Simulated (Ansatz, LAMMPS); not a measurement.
# Force difference against the radius of support functions in Zn2+ PF6- in diglyme and dimethyl sulfoxide at 350 K (116 atoms)

Density of this cell: 1.55 g/cm³. The cell holds 116 atoms: 20 C, 10 O, 52 H, 4 S, 4 P, 24 F and 2 Zn. Its edges and angles: a = 11.136 Å, b = 11.136 Å, c = 11.136 Å, α = 90.0°, β = 90.0°, γ = 90.0°. 2 diglyme, 4 dimethyl sulfoxide, 2 Zn2+, 4 PF6- placed at random, at 1.55 g/cm³; overlaps pushed apart, then 10 ps at 550 K with stiff harmonic cages for PF6 and BF4 with UFF radii; divalent ions of Li, Roberts, Chakravorty and Merz (J. Chem. Theory Comput. 9, 2733 (2013)); MMFF94 bonds, angles, torsions, charges and radii (Halgren, J. Comput. Chem. 17, 490 (1996)) in harmonic and 12-6 forms; charges of ions scaled by 0.8. Snapshot after 30 ps at 350 K and fixed volume.

Calculated with Ansatz 0.2.0: Kohn-Sham DFT, PBE+D3(BJ), PAW (set soft_2), localised support functions (medium), with the radius typed; the reference is Kohn-Sham DFT, PBE+D3(BJ), PAW (set soft_2), plane waves, cutoff 750 eV, Γ point, fixed occupations, with an r.m.s. force component of 1.21 eV/Å.

```
radius (Å)  r.m.s. force difference (meV/Å)     time
      3.41                            0.787     91 s
      3.69                            0.532     96 s
      3.94                            0.476  2.2 min
      4.22                                ?        ?
      4.75                            0.391  4.9 min
      5.27                            0.389    6 min
```

**Question.** Fit a power law of the radius to the rows given and interpolate to the withheld row.

**Working.**

A power law y = A x^b is a line in u = ln x and v = ln y.

```
u = ln x   v = ln y
 1.22671  -0.239527
 1.30563  -0.631112
 1.37118  -0.742337
 1.55814  -0.939048
 1.66203  -0.944176
```

With n = 5: mean u = 1.42474, mean v = -0.699240, Σ(u − ū)² = 0.13038, Σ(u − ū)(v − v̄) = -0.18696. Slope b = -0.18696 / 0.13038 = -1.4340; intercept a = v̄ − b ū = 1.3438.

At the withheld row u = 1.440, v = a + b u = -0.7209, and y = exp(v).

Prediction at 4.22: 0.4863 meV/Å. The run gave 0.427 meV/Å, so the fit is high by 0.059 meV/Å (14 % of the value).

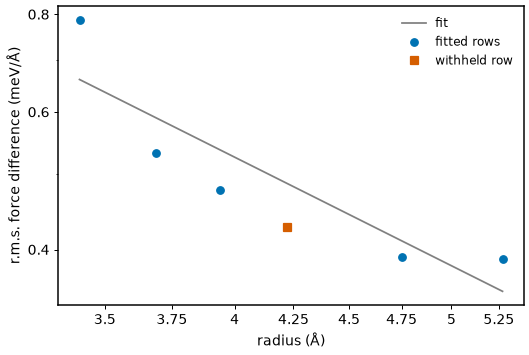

The fit, the rows that it rests on and the withheld row.

The fitted exponent is -1.4. Between neighbouring rows, the withheld one included, the exponents are -5.0, -1.7, -1.6, -0.74 and -0.049, so one power law doesn't hold over the range: the values level off at a floor. Among the rows given, the largest relative miss of the fit is at 3.41, by 0.13 meV/Å (16 %).

Limits: The difference holds the reference's own basis error, which sets a floor under it.

[Logs are printed without paths, hosts, clocks, repeated set-up lines and the standing remarks that a program may print on its own settings, such as how far it seeks lower states.]

[Hosts, paths, dates, database ids (printed as entryN), source tags and the programs' standing remarks are cut or masked in the printed files.]

[The MMFF94 radii named for the starting cell were scaled by 0.96; in molecules described by MMFF94, hydrogen bound to N, O or S took a small fixed 12-6 site in their place.]
